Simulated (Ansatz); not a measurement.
**Li on Ni(100): change of the work function**

Aim: the work function of Ni(100) at several coverages of Li (hollow site), and the dipole that each adsorbate carries.

Method: plane-wave DFT, PBE, Ansatz PAW, in Ansatz 0.2.0.

## 1. Starting point

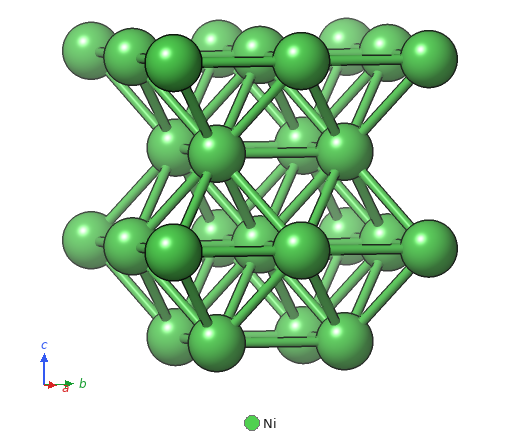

The cell as given, from the side, with the c axis up (nickel green). 2×2×1 cells are drawn. Some periodic images of atoms are drawn too.

The cell holds 4 atoms: 4 Ni. Cell: a = 2.489 Å, b = 2.489 Å, c = 23.280 Å, α = 90.0°, β = 90.0°, γ = 90.0°. Vacuum lies along c.

## 2. The clean slab

The bare slab comes first, as the zero from which every change is counted. The two lowest layers are held at bulk places and the upper ones relax. The dipole correction removes the false field that a one-sided slab makes across the periodic vacuum, so each face gets a flat vacuum level of its own.

input.yaml

```yaml
crystal:
  lattice:
    - [2.4890158698, 0.0, 0.0]
    - [0.0, 2.4890158698, 0.0]
    - [0.0, 0.0, 23.28]
  atoms:
    - { symbol: Ni, position: [0.5, 0.5, 0.3865979381], spin: 0.7 }
    - { symbol: Ni, position: [0.0, 0.0, 0.4621993127], spin: 0.7 }
    - { symbol: Ni, position: [0.5, 0.5, 0.5378006873], spin: 0.7 }
    - { symbol: Ni, position: [0.0, 0.0, 0.6134020619], spin: 0.7 }
magnetization:
  spin_polarized: true
kpoints:
  mp_grid: { grid: [12, 12, 1] }
hamiltonian:
  xc: pbe
scf:
  occupations: { method: fermi_dirac, width: 0.1 }
  convergence: { dr2_threshold: 1.0e-08 }
efield:
  axis: 3
  dipole_correction: true
  ramp_position: 0.97
  ramp_width: 0.06
relax:
  f_tol: 0.02
  max_steps: 60
  constraints: [{ sites: [0, 1] }]
output:
  write_potential: true
  write_density: true
  volumetric_format: npy
```

On the command line:

```console
$ ansatz run input.yaml --threads 4 --pin off --max-ram 16384MiB --backend cpu --events-out ev --progress --plain --runs-dir out
```

Numbers of over 12 decimals in the logs are rounded to 6 here.

What it wrote:

```text
Engine: ansatz 0.2.0, aarch64-unknown-linux-gnu
Pseudopotentials: kind: paw
Pseudopotential: Ni, paw, valence charge 18, recommended cutoff 420 eV (normal), Ni.paw.azcp
Functional definition: PBE
  parameter kappa = 0.804
  parameter beta = 0.066725
  exchange = pbe_x(kappa = kappa, mu = beta*pi^2/3)
  correlation = pbe_c(beta = beta)
Crystal: 4 atoms, lattice volume = 144.224 Å³
Basis set: ecut = 420 eV, 2797 PW (Γ), exchange–correlation on 36×36×320 points (8 copies of the dense FFT grid, shifted against one another)
Bands: 45, of which v1, the nominal top of the filled ones, is band 36 counted from 1 (35 counted from 0)
Symmetry: 8 space group operations
k-points: 28 of 144
Non-local potential: Ni, projectors of the file, l = 0: 3, l = 1: 2, l = 2: 3, l = 3: 1
PAW form: soft (Blöchl's): semilocal exchange-correlation on the pseudo side does not see the compensation charge
PAW one-centre angular grid: Ni, 590 points (default); XC on 64 Gauss nodes
Initial density: superposition of atomic densities (neutral atoms: chi_scale 0, normalization atom)
Starting moments: Σ|m| = 2.8 μB on 4 of 4 sites
Initial wavefunctions: pseudopotential atomic-orbital guess
Functional: x = pbe(κ = 0.804, μ = 0.219515), c = pbe(β = 0.066725)
SCF iter   1: F=—  HF=-23353.273584 eV  |F-HF|=—  |Δ(HF+E_count)|=         —  Δρ=2.27e-2 (↑1.48e-2 ↓2.27e-2)  dr2=3.71e0  dr2_m=2.44e-1  M=2.982 μB ∫|m|=3.119 μB  β_m=1.00  ethr=3.10e-3  p=-0.000 e·Å  D=-6.64e-14 V/Å  ΔV_dip=0.00 eV  dr2_dipole=1.59e-8  V_vac-E_F(+/−)=7.12/7.12 eV  ⟨swp⟩=12.1  Hψ=13190  notcnv=0  defer=20
Mixer restart at iter 1: flushing history
efield: sawtooth ramp at fractional position 0.9700 (set: `efield.ramp_position`, or a place that a band, a saddle search or an elastic batch's reference lends), width 0.0600; the density the first Hamiltonian is built on has a dipole p = -0.000 e·Å; the dipole correction subtracts the counter field D = -6.64e-14 V/Å, which shifts the + side's vacuum level by +0.00 eV against the − side's; the planar-averaged density in the ramp window peaks in size at 2.1e-5 e/Å³
preconditioner: auto → LDOS  [metal: Δε(μ)=0.011 eV  Ē_g=6.947 eV  σ=0.100 eV  W_gap=0.03  n_scr=18 (ndim 8)  ℏωp=19.6 eV  f_vac=0.627  D(μ)=8.52/eV (n_scr^D=84)]
spin=Collinear: LDOS preconditioning applied to the charge; magnetization (m = ρ↑ − ρ↓) channel mixes plain (no charge-response kernel on spin).
SCF iter   2: F=—  HF=-23353.965802 eV  |F-HF|=—  |Δ(HF+E_count)|=   6.92e-1  Δρ=1.21e-2 (↑1.21e-2 ↓9.33e-3)  dr2=7.32e-1  dr2_m=5.55e-3  M=2.942 μB ∫|m|=3.205 μB  β_m=0.33  ethr=3.10e-3  p=-0.000 e·Å  D=-5.03e-4 V/Å  ΔV_dip=0.01 eV  dr2_dipole=3.44e-4  V_vac-E_F(+/−)=6.25/6.24 eV  ⟨swp⟩=2.6  Hψ=4391  notcnv=0  defer=71
density mixer auto → msr1: a metal under ldos (density of states about μ 3.98 of a free-electron gas's, 18 screened modes)
SCF iter   3: F=—  HF=-23355.551918 eV  |F-HF|=—  |Δ(HF+E_count)|=    1.59e0  Δρ=4.88e-3 (↑4.88e-3 ↓4.71e-3)  dr2=1.34e-1  dr2_m=2.77e-3  M=2.939 μB ∫|m|=3.247 μB  β_m=0.46  ethr=1.02e-3  p=0.000 e·Å  D=3.79e-5 V/Å  ΔV_dip=-0.00 eV  dr2_dipole=3.40e-4  V_vac-E_F(+/−)=5.73/5.73 eV  ⟨swp⟩=3.0  Hψ=4152  notcnv=0  defer=71
SCF iter   4: F=—  HF=-23356.854318 eV  |F-HF|=—  |Δ(HF+E_count)|=         —  Δρ=5.23e-3 (↑4.55e-3 ↓5.23e-3)  dr2=8.94e-2  dr2_m=2.31e-3  M=2.908 μB ∫|m|=3.268 μB  β_m=0.46  ethr=1.86e-4  p=0.000 e·Å  D=3.25e-4 V/Å  ΔV_dip=-0.01 eV  dr2_dipole=2.72e-4  V_vac-E_F(+/−)=5.25/5.26 eV  ⟨swp⟩=3.1  Hψ=4802  notcnv=0  defer=73
SCF iter   5: F=—  HF=-23357.159715 eV  |F-HF|=—  |Δ(HF+E_count)|=   3.05e-1  Δρ=4.07e-3 (↑1.37e-3 ↓4.07e-3)  dr2=2.79e-2  dr2_m=4.11e-3  M=2.834 μB ∫|m|=3.203 μB  β_m=0.73  ethr=1.24e-4  p=0.000 e·Å  D=4.54e-4 V/Å  ΔV_dip=-0.01 eV  dr2_dipole=8.32e-6  V_vac-E_F(+/−)=5.09/5.10 eV  ⟨swp⟩=2.2  Hψ=4058  notcnv=0  defer=82
SCF iter   6: F=—  HF=-23357.242206 eV  |F-HF|=—  |Δ(HF+E_count)|=   8.25e-2  Δρ=3.24e-3 (↑1.11e-3 ↓3.24e-3)  dr2=1.63e-2  dr2_m=1.92e-3  M=2.757 μB ∫|m|=3.129 μB  β_m=0.87  ethr=3.88e-5  p=0.000 e·Å  D=5.28e-6 V/Å  ΔV_dip=-0.00 eV  dr2_dipole=5.76e-6  V_vac-E_F(+/−)=4.96/4.96 eV  ⟨swp⟩=2.1  Hψ=4145  notcnv=0  defer=90
SCF iter   7: F=—  HF=-23357.242451 eV  |F-HF|=—  |Δ(HF+E_count)|=   2.45e-4  Δρ=1.82e-3 (↑1.56e-3 ↓1.82e-3)  dr2=9.87e-3  dr2_m=8.37e-5  M=2.755 μB ∫|m|=3.127 μB  β_m=0.66  ethr=2.26e-5  p=0.000 e·Å  D=3.27e-4 V/Å  ΔV_dip=-0.01 eV  dr2_dipole=7.54e-5  V_vac-E_F(+/−)=4.88/4.89 eV  ⟨swp⟩=2.4  Hψ=4725  notcnv=0  defer=98
SCF iter   8: F=—  HF=-23357.240247 eV  |F-HF|=—  |Δ(HF+E_count)|=   2.20e-3  Δρ=2.55e-4 (↑1.49e-4 ↓2.55e-4)  dr2=1.70e-4  dr2_m=2.56e-5  M=2.755 μB ∫|m|=3.126 μB  β_m=0.74  ethr=1.37e-5  p=-0.000 e·Å  D=-1.23e-5 V/Å  ΔV_dip=0.00 eV  dr2_dipole=2.02e-6  V_vac-E_F(+/−)=4.91/4.91 eV  ⟨swp⟩=2.0  Hψ=3863  notcnv=0  defer=95
SCF iter   9: F=—  HF=-23357.240285 eV  |F-HF|=—  |Δ(HF+E_count)|=   3.76e-5  Δρ=2.28e-4 (↑1.75e-4 ↓2.28e-4)  dr2=8.95e-5  dr2_m=2.42e-5  M=2.752 μB ∫|m|=3.123 μB  β_m=0.72  ethr=2.35e-7  p=0.000 e·Å  D=1.30e-4 V/Å  ΔV_dip=-0.00 eV  dr2_dipole=5.69e-6  V_vac-E_F(+/−)=4.89/4.89 eV  ⟨swp⟩=3.1  Hψ=5271  notcnv=0  defer=95
SCF iter  10: F=—  HF=-23357.240274 eV  |F-HF|=—  |Δ(HF+E_count)|=   1.09e-5  Δρ=1.36e-4 (↑1.03e-4 ↓1.36e-4)  dr2=4.25e-5  dr2_m=4.06e-6  M=2.751 μB ∫|m|=3.123 μB  β_m=0.67  ethr=1.24e-7  p=-0.000 e·Å  D=-5.54e-5 V/Å  ΔV_dip=0.00 eV  dr2_dipole=1.87e-7  V_vac-E_F(+/−)=4.88/4.88 eV  ⟨swp⟩=2.4  Hψ=4528  notcnv=0  defer=95
SCF iter  11: F=—  HF=-23357.240265 eV  |F-HF|=—  |Δ(HF+E_count)|=   9.06e-6  Δρ=4.36e-5 (↑3.22e-5 ↓4.36e-5)  dr2=6.02e-6  dr2_m=2.16e-7  M=2.751 μB ∫|m|=3.123 μB  β_m=0.74  ethr=5.90e-8  p=-0.000 e·Å  D=-1.22e-5 V/Å  ΔV_dip=0.00 eV  dr2_dipole=2.13e-7  V_vac-E_F(+/−)=4.88/4.88 eV  ⟨swp⟩=2.1  Hψ=3389  notcnv=0  defer=95
SCF iter  12: F=—  HF=-23357.240265 eV  |F-HF|=—  |Δ(HF+E_count)|=   8.11e-7  Δρ=7.83e-6 (↑5.13e-6 ↓7.83e-6)  dr2=2.13e-7  dr2_m=3.28e-8  M=2.751 μB ∫|m|=3.123 μB  β_m=0.71  ethr=8.36e-9  p=-0.000 e·Å  D=-6.07e-7 V/Å  ΔV_dip=0.00 eV  dr2_dipole=4.93e-9  V_vac-E_F(+/−)=4.88/4.88 eV  ⟨swp⟩=2.5  Hψ=4576  notcnv=0  defer=95
SCF iter  13: F=—  HF=-23357.240266 eV  |F-HF|=—  |Δ(HF+E_count)|=   2.53e-7  Δρ=4.72e-6 (↑3.25e-6 ↓4.72e-6)  dr2=1.06e-8  dr2_m=1.72e-8  M=2.751 μB ∫|m|=3.123 μB  β_m=0.85  ethr=2.96e-10  p=-0.000 e·Å  D=-1.92e-7 V/Å  ΔV_dip=0.00 eV  dr2_dipole=6.69e-11  V_vac-E_F(+/−)=4.88/4.88 eV  ⟨swp⟩=2.6  Hψ=4081  notcnv=0  defer=95
[...]
spin=Collinear: LDOS preconditioning applied to the charge; magnetization (m = ρ↑ − ρ↓) channel mixes plain (no charge-response kernel on spin).
SCF iter   2: F=—  HF=-23357.251606 eV  |F-HF|=—  |Δ(HF+E_count)|=   2.08e-3  Δρ=4.93e-4 (↑4.93e-4 ↓4.31e-4)  dr2=2.42e-3  dr2_m=1.26e-5  M=2.753 μB ∫|m|=3.125 μB  β_m=0.33  ethr=1.74e-5  p=0.001 e·Å  D=8.92e-4 V/Å  ΔV_dip=-0.02 eV  dr2_dipole=6.01e-4  V_vac-E_F(+/−)=4.85/4.87 eV  ⟨swp⟩=2.0  Hψ=4020  notcnv=0  defer=97
density mixer auto → msr1: a metal under ldos (density of states about μ 3.61 of a free-electron gas's, 18 screened modes)
SCF iter   3: F=—  HF=-23357.251435 eV  |F-HF|=—  |Δ(HF+E_count)|=   1.70e-4  Δρ=4.88e-4 (↑4.88e-4 ↓2.49e-4)  dr2=7.45e-4  dr2_m=9.23e-5  M=2.753 μB ∫|m|=3.125 μB  β_m=0.45  ethr=3.36e-6  p=0.001 e·Å  D=1.05e-3 V/Å  ΔV_dip=-0.02 eV  dr2_dipole=1.32e-4  V_vac-E_F(+/−)=4.85/4.87 eV  ⟨swp⟩=1.7  Hψ=2899  notcnv=0  defer=97
SCF iter   4: F=—  HF=-23357.251505 eV  |F-HF|=—  |Δ(HF+E_count)|=   7.03e-5  Δρ=2.40e-4 (↑2.32e-4 ↓2.40e-4)  dr2=9.17e-5  dr2_m=6.34e-5  M=2.751 μB ∫|m|=3.123 μB  β_m=0.53  ethr=1.03e-6  p=0.000 e·Å  D=5.67e-4 V/Å  ΔV_dip=-0.01 eV  dr2_dipole=1.16e-5  V_vac-E_F(+/−)=4.86/4.88 eV  ⟨swp⟩=1.7  Hψ=3009  notcnv=0  defer=97
SCF iter   5: F=—  HF=-23357.251553 eV  |F-HF|=—  |Δ(HF+E_count)|=   4.73e-5  Δρ=1.13e-4 (↑1.13e-4 ↓1.13e-4)  dr2=1.01e-5  dr2_m=1.59e-5  M=2.750 μB ∫|m|=3.121 μB  β_m=0.77  ethr=1.27e-7  p=0.000 e·Å  D=2.75e-4 V/Å  ΔV_dip=-0.01 eV  dr2_dipole=3.83e-6  V_vac-E_F(+/−)=4.88/4.88 eV  ⟨swp⟩=2.0  Hψ=4028  notcnv=0  defer=97
SCF iter   6: F=—  HF=-23357.251569 eV  |F-HF|=—  |Δ(HF+E_count)|=   1.68e-5  Δρ=7.85e-5 (↑5.67e-5 ↓7.85e-5)  dr2=3.06e-5  dr2_m=6.48e-7  M=2.749 μB ∫|m|=3.121 μB  β_m=0.66  ethr=1.40e-8  p=0.000 e·Å  D=1.79e-5 V/Å  ΔV_dip=-0.00 eV  dr2_dipole=5.26e-6  V_vac-E_F(+/−)=4.88/4.88 eV  ⟨swp⟩=2.9  Hψ=5168  notcnv=0  defer=97
SCF iter   7: F=—  HF=-23357.251567 eV  |F-HF|=—  |Δ(HF+E_count)|=   2.72e-6  Δρ=2.43e-5 (↑2.43e-5 ↓2.06e-5)  dr2=3.46e-6  dr2_m=1.90e-7  M=2.749 μB ∫|m|=3.120 μB  β_m=0.58  ethr=1.40e-8  p=0.000 e·Å  D=3.63e-5 V/Å  ΔV_dip=-0.00 eV  dr2_dipole=8.58e-7  V_vac-E_F(+/−)=4.88/4.88 eV  ⟨swp⟩=2.1  Hψ=4407  notcnv=0  defer=97
SCF iter   8: F=—  HF=-23357.251567 eV  |F-HF|=—  |Δ(HF+E_count)|=   1.71e-7  Δρ=1.64e-5 (↑7.45e-6 ↓1.64e-5)  dr2=4.31e-7  dr2_m=7.83e-8  M=2.749 μB ∫|m|=3.120 μB  β_m=0.56  ethr=4.80e-9  p=0.000 e·Å  D=4.07e-5 V/Å  ΔV_dip=-0.00 eV  dr2_dipole=1.86e-8  V_vac-E_F(+/−)=4.88/4.88 eV  ⟨swp⟩=2.3  Hψ=3810  notcnv=0  defer=97
SCF iter   9: F=—  HF=-23357.251567 eV  |F-HF|=—  |Δ(HF+E_count)|=   2.09e-7  Δρ=6.24e-6 (↑6.24e-6 ↓6.00e-6)  dr2=8.28e-8  dr2_m=2.06e-8  M=2.748 μB ∫|m|=3.120 μB  β_m=0.54  ethr=5.99e-10  p=0.000 e·Å  D=3.78e-5 V/Å  ΔV_dip=-0.00 eV  dr2_dipole=2.72e-9  V_vac-E_F(+/−)=4.88/4.88 eV  ⟨swp⟩=2.8  Hψ=4699  notcnv=0  defer=97
SCF iter  10: F=—  HF=-23357.251567 eV  |F-HF|=—  |Δ(HF+E_count)|=   6.34e-9  Δρ=4.09e-6 (↑1.47e-6 ↓4.09e-6)  dr2=1.12e-8  dr2_m=8.04e-9  M=2.748 μB ∫|m|=3.120 μB  β_m=0.58  ethr=1.15e-10  p=0.000 e·Å  D=4.37e-5 V/Å  ΔV_dip=-0.00 eV  dr2_dipole=1.51e-10  V_vac-E_F(+/−)=4.88/4.88 eV  ⟨swp⟩=2.6  Hψ=4378  notcnv=0  defer=97
SCF iter  11: F=—  HF=-23357.251567 eV  |F-HF|=—  |Δ(HF+E_count)|=   2.99e-8  Δρ=1.39e-6 (↑1.36e-6 ↓1.39e-6)  dr2=4.68e-9  dr2_m=1.47e-9  M=2.748 μB ∫|m|=3.120 μB  β_m=0.55  ethr=1.56e-11  p=0.000 e·Å  D=4.29e-5 V/Å  ΔV_dip=-0.00 eV  dr2_dipole=9.23e-10  V_vac-E_F(+/−)=4.88/4.88 eV  ⟨swp⟩=2.4  Hψ=4299  notcnv=0  defer=97
SCF iter  12: F=-23357.251567 eV  HF=-23357.251567 eV  |F-HF|=5.46e-10  |Δ(HF+E_count)|=  4.22e-10  Δρ=7.51e-7 (↑2.52e-7 ↓7.51e-7)  dr2=3.17e-9  dr2_m=1.71e-10  M=2.748 μB ∫|m|=3.120 μB  ethr=6.50e-12  p=0.000 e·Å  D=4.46e-5 V/Å  ΔV_dip=-0.00 eV  dr2_dipole=5.60e-10  V_vac-E_F(+/−)=4.88/4.88 eV  ⟨swp⟩=6.8  Hψ=16903  notcnv=0
SCF 3 converged in 12 iterations: F = -23357.251567 eV  dr2 = 3.17e-9
  greatest PAW one-centre occupation: 1.001 electrons in one spin orbital (limit 2), on the Ni atom at site 3 (counted from 0), in its partial waves of l = 1
relax step   3: F+E_penalty+E_count = -23357.25156682 eV  Δ(F+E_penalty+E_count) = -4.782e-3 eV  max|allowed force component| = 1.641e-2 eV/Å  Δτ_max = 0.0268 Å  (12 SCF iters, accepted)
NSCF: frozen V_eff on 28 k-points
the band table was solved once a step of the walk had ended and its energy, with any forces and stress, was formed, with the checks that follow a solve (14613 applications of the Hamiltonian). They found nothing against the state; the energy, forces and stress were not computed again (output.eigenvalues in the input reference)
WARN: The output density's exchange-correlation potential varies sharply where the density is thin. Do not read a vacuum level from v_tot or v_xc, or from such a field of the output density. On a cell that repeats whose density bears no net charge and no dipole along the vacuum's axis use v_es (v_loc + v_h of the components); under efield.dipole_correction with no amplitude use v_es + v_field, which holds any externa [...]
SCF converged after 12 iterations
Magnetization: 2.7484 μB (37.3742 up, 34.6258 down)
Absolute magnetization: 3.1226 μB (∫|ρ↑−ρ↓|, with the PAW one-centre terms)
Spin contamination: 0.0390 ħ² per cell (⟨S²⟩ above its minimum at these occupations)
Per-site moments (μB) at R_I (Å): [(0.762882, 1.026719), (0.693008, 1.026719), (0.696430, 1.007501), (0.757957, 1.007501)]
Free energy (F): -23357.251567 eV
Harris-Foulkes:  -23357.251567 eV  (|F-HF|=5.46e-10)
Internal energy: -23357.011351 eV  (E = F + TS)
E sigma→0 (E₀):  -23357.131459 eV
Entropy (-TS):   -0.240216 eV (-60.054 meV/atom)
Fermi energy:    2.140071 eV
Dipole field:    D = 0.000007 V/Å  (p = 0.000006 e·Å, saw-weighted, corrected)
Work function:   Φ+ = 4.8828 eV   Φ− = 4.8830 eV
Levels:          The Fermi level and band energies are counted from a zero that moves with the ramp; work functions are not
--- Per-component energies (eV) ---
  E_band       = -2276.906321
  E_kinetic    = 1125.839521
  E_local      = -160320.726058  (includes V_loc(G=0)·N_el)
  E_nonlocal   = 2550.732742
  E_hartree    = 78456.156364
  E_xc         = -335.347096
  E_vxc        = -432.080370  (∫ρ·V_xc dr)
  E_paw        = -6525.524441  (= ΣΔE_a)
  E_vpaw       = -2112.983663  (= ΣTr[D̂ρ^β])
  E_aug_tail   = 0.002110  (compensation charges beyond the density's cutoff)
  E_efield     = 0.000000  (sawtooth field / dipole correction)
  E_vefield    = 0.000003  (∫n·V_field dr)
  E_ewald      = 61691.855507
  E_smearing   = -0.240216  (= −TS)
  E_closure    = 0.000000  (closes the sum)
  Σ components = -23357.251567   (vs F -23357.251567, Δ=0.00e0)
--- Forces (eV/Å), atoms counted from 1 ---
  atom   1  Ni    -0.00000000     0.00000000     0.33191270
  atom   2  Ni    -0.00000000     0.00000000    -0.32933477
  atom   3  Ni    -0.00000000     0.00000000    -0.01641471
  atom   4  Ni     0.00000000     0.00000000     0.01384867
  max |Σ_I F_I| component: 1.19e-5 eV/Å
--- Band table (eV; the first three rows and the last of 56) ---
  k-point 0 ↑: bands = [... 32 lower, 1.1728, 1.2119, 1.2119, 1.4613, 1.5649, 1.5845, 1.5845, 2.2601, ... 5 higher]
  k-point 1 ↑: bands = [... 32 lower, 0.9720, 1.0134, 1.3137, 1.3535, 1.3948, 1.5289, 1.6083, 2.6289, ... 5 higher]
  k-point 2 ↑: bands = [... 32 lower, 0.8601, 0.8667, 1.2735, 1.3092, 1.4367, 1.5181, 1.6057, 3.3597, ... 5 higher]
  k-point 27 ↓: bands = [... 32 lower, 2.4956, 2.5557, 2.7827, 2.8183, 5.6265, 5.6265, 8.0826, 8.0826, ... 5 higher]
--- Relaxed structure (3 steps of the walk, 3 accepted, 0 SCFs on fresh bases) ---
  F+E_penalty+E_count = -23357.25156682 eV   max|allowed force component| = 1.641e-2 eV/Å
  atoms:
    - { symbol: Ni, position: [0.5, 0.5, 0.386598] }
    - { symbol: Ni, position: [0.0, 0.0, 0.4621993127] }
    - { symbol: Ni, position: [0.5, 0.5, 0.538752] }
    - { symbol: Ni, position: [0, 0.0, 0.611496] }
```

The job ended after 49 s (4 threads of Arm Neoverse V1, shared host; peak memory 0.6 GiB; 3.2 min of CPU time).

Step by step:

| step | energy less that of the first step (eV) | largest force component (eV/Å) |
| --- | --- | --- |
| 1 | 0.0000 | 0.3940 |
| 2 | -0.0065 | 0.2673 |
| 3 | -0.0113 | 0.0164 |

The run keeps the 8 symmetry operations that it works with, so distortions that break them were not tested.

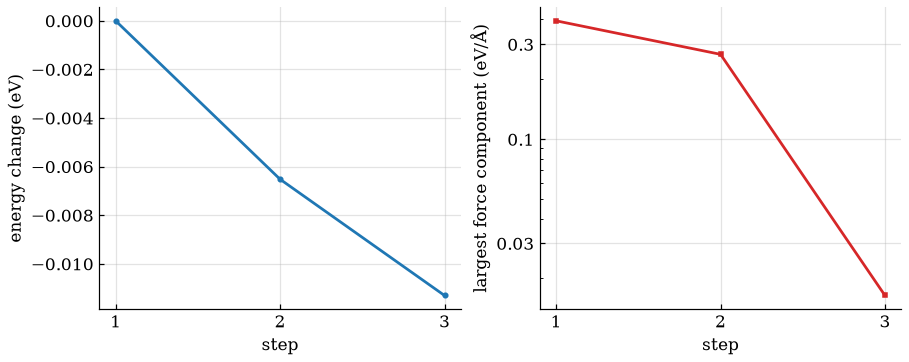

Energy and largest force along the relaxation.

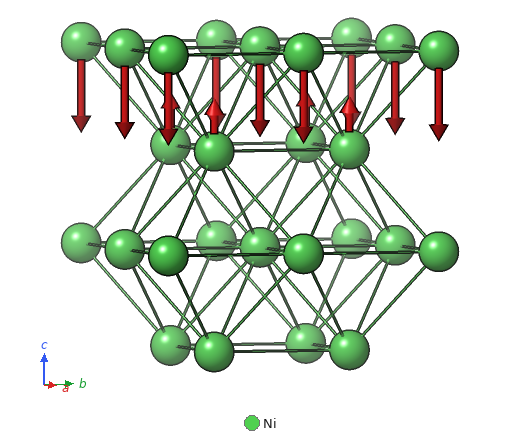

Displacements in the relaxation, exaggerated; the longest in the cell stands for 0.04 Å. 2×2×1 cells are drawn. Some periodic images of atoms are drawn too.

The atoms that moved most (Å):

```csv
atom,dx,dy,dz,length
Ni4,0.000,0.000,-0.044,0.044
Ni3,0.000,0.000,0.022,0.022
```

The relaxed structure:

```cif
data_structure
_symmetry_space_group_name_H-M 'P 1'
_symmetry_Int_Tables_number 1
_cell_length_a 2.4890
_cell_length_b 2.4890
_cell_length_c 23.2800
_cell_angle_alpha 90.000
_cell_angle_beta 90.000
_cell_angle_gamma 90.000
_cell_volume 144.22
loop_
_atom_site_label
_atom_site_type_symbol
_atom_site_fract_x
_atom_site_fract_y
_atom_site_fract_z
_atom_site_occupancy
Ni1 Ni 0.50000 0.50000 0.38660 1
Ni2 Ni 0.00000 0.00000 0.46220 1
Ni3 Ni 0.50000 0.50000 0.53875 1
Ni4 Ni 0.00000 0.00000 0.61150 1
```

Numbers from this step:

- energy at zero smearing: -23357.1315 eV
- total moment: 2.748 μB
- site moments: 0.7629, 0.6930, 0.6964, 0.7580 μB
- work function, upper face: 4.883 eV
- dipole along the normal: 5.64e-6 e·Å

Running mean over 1.76 Å of the planar mean; the ramp of the sawtooth is left out. Electron's electrostatic potential energy less the Fermi level against z:

```
z (Å)  electron's electrostatic potential energy less the Fermi level (eV)
    3                                                                 4.88
    4                                                                 4.88
    5                                                                 4.88
    6                                                                 4.84
    7                                                                 4.38
    8                                                                -1.70
    9                                                                -9.86
   10                                                                -10.3
   11                                                                -10.3
   12                                                                -10.2
   13                                                                -10.9
   14                                                                -10.5
   15                                                                -4.60
   16                                                                 3.97
   17                                                                 4.81
   18                                                                 4.88
   19                                                                 4.88
   20                                                                 4.88
```

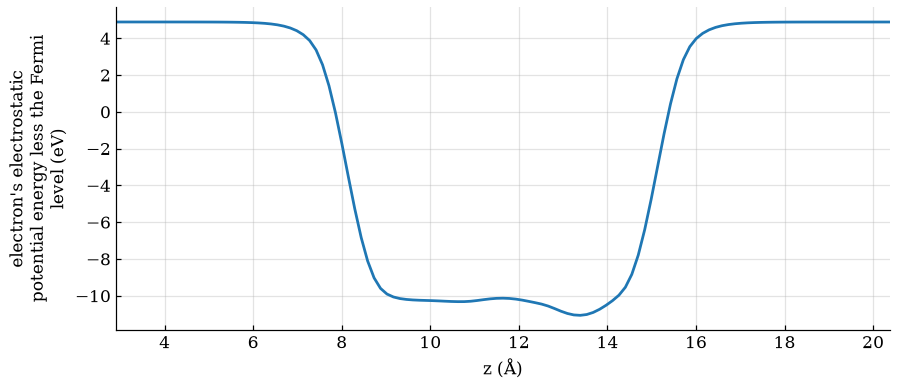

Electron's electrostatic potential energy less the Fermi level against z.

(Continued in part 2 of 4.)

[Logs are printed without paths, hosts, clocks, repeated set-up lines and the standing remarks that a program may print on its own settings, such as how far it seeks lower states.]

[Hosts, paths, dates, database ids (printed as entryN), source tags and the programs' standing remarks are cut or masked in the printed files.]

[Maps of the electrostatic potential energy from Ansatz leave out the sawtooth potential of an applied field or a dipole correction, so their vacuum need not be flat; planar profiles and work functions include it.]
